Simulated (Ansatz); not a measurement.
System (SMILES): F[C](F)F, doublet.
Atoms: C1, F2, F3, F4. Bonds: C1-F2, C1-F3, C1-F4.

Basis-set convergence of the optimised C1-F2 bond length at PBE with Ansatz (a quantum-chemistry and plane-wave program). Cartesian d functions, on some or all atoms, in 6-31G**, 6-31+G*; all else is spherical. The program fits the integrals of some runs and decomposes those of others, by size. Open shells are unrestricted. No added dispersion term, no relativity. Reference: the value in def2-QZVPP, 1.3318 Å, itself unsure by roughly 0.0001 Å (its distance from cc-pVQZ). Deviations are taken from unrounded values.

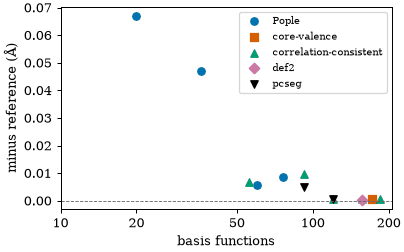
Deviation from the reference against the number of basis functions, by family of sets.

| basis | functions | optimised C1-F2 bond length (Å) | minus reference (Å) |
|---|---|---|---|
| STO-3G | 20 | 1.3988 | 0.0670 |
| 6-31G | 36 | 1.3789 | 0.0471 |
| cc-pVDZ | 56 | 1.3384 | 0.0066 |
| 6-31G** | 60 | 1.3375 | 0.0057 |
| 6-31+G* | 76 | 1.3402 | 0.0084 |
| aug-cc-pVDZ | 92 | 1.3416 | 0.0098 |
| aug-pcseg-1 | 92 | 1.3369 | 0.0051 |
| cc-pVTZ | 120 | 1.3325 | 0.0007 |
| pcseg-2 | 120 | 1.3322 | 0.0005 |
| jun-cc-pV(T+d)Z | 156 | 1.3322 | 0.0005 |
| def2-TZVPPD | 157 | 1.3321 | 0.0003 |
| cc-pCVTZ | 172 | 1.3322 | 0.0005 |
| aug-cc-pVTZ | 184 | 1.3325 | 0.0008 |
